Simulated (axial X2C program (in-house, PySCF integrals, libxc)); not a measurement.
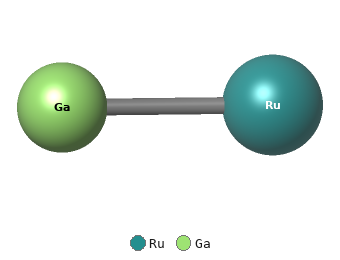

Figure 1. The molecule at the reference distance of 2.527 Å.

## RuGa⁺: relativistic diatomic calculation

System: RuGa⁺, single determinant with Ω = 2.
Method: BLYP, two-component X2C with atomic mean-field Coulomb and Gaunt terms, Ru dyall-v3z, Ga dyall-v3z (cores contracted) (axial X2C program (in-house, PySCF integrals, libxc)).

**The input**
```
{"zs": [44, 31], "q": 1, "bas": ["dyall-v3z", "dyall-v3z"], "levels": ["PBE0", "HF", "BLYP", "r2SCAN"], "cc": false, "r0": 2.49, "npts": 10, "nst": 2, "ntry": 6, "opt": {"nrad": 30, "nth": 14}}
```

The line is the task of a batch: nuclear charges, charge, bases, the levels to run, a first guess of the distance and further settings. This report covers BLYP with spin-orbit coupling. The log is that of the reference distance 2.527 Å.

Launched within a batch (the task file carries these settings):
```bash
python <driver script> task.json out
```

**Output**
```
two-component X2C + atomic mean field  BLYP
basis functions 205  fitting functions 1192  grid points 812
iter        total energy     max residual
   1      -6471.935287737     1.52e-01
   2      -6471.941500683     1.59e-02
   3      -6471.944815187     2.07e-02
   4      -6471.945680019     1.30e-02
   5      -6471.945823283     1.01e-02
   6      -6471.945965695     9.40e-04
   7      -6471.945973520     4.30e-04
   8      -6471.945974542     8.28e-05
   9      -6471.945974561     2.43e-05
  10      -6471.945974565     8.91e-06
converged
one-electron -9500.88924705  Coulomb 2957.06392708  exact exchange 0.00000000  xc functional -210.87206593  nuclear repulsion 285.63423652  atomic mean-field constant -2.88282518
```

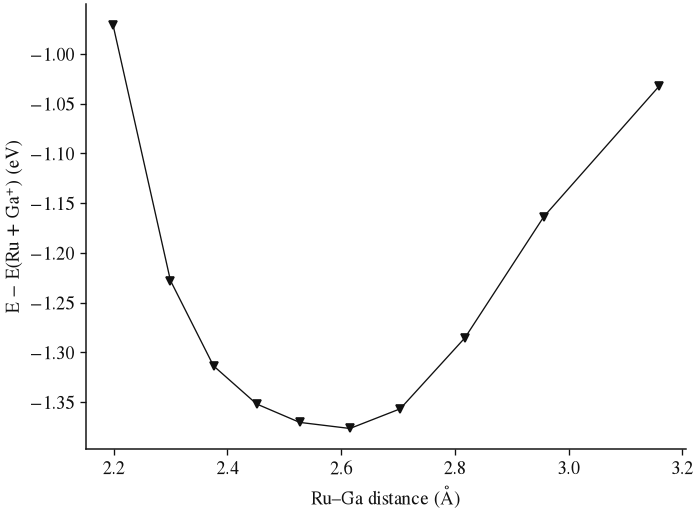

Figure 2. Energy at 10 bond lengths, for one set of occupations held fixed; the line joins the points. A polynomial of degree 6 through 9 points gives rₑ = 2.593 Å, ωₑ = 147.1 cm⁻¹, ωₑxₑ = 2.6 cm⁻¹ and Bₑ = 0.06098 cm⁻¹. The minimum lies 1.38 eV below Ru + Ga⁺, each computed as one determinant at the same level.

**What the run reported**

| quantity | value |
| --- | --- |
| outcome | converged |
| bond length rₑ | 2.593 Å |
| ωₑ | 147.1 cm⁻¹ |
| energy at the minimum | −6471.94624 hartree |
| depth below the fragments | 1.38 eV |
| hardware | 1 thread of Arm Neoverse N1, 16 GiB of memory available, shared host |
| wall time | 6.6 s |
| peak memory | 0.43 GiB |

**What is odd here**

The input is odd on purpose: coarse grid (nrad = 30.0) (nth = 14.0). The program ran to the end. Its numbers are those of the input as typed; this run alone doesn't show how far the oddity moves them. Caveats: at some distances an empty level lies below a filled one, since the occupations are held fixed.
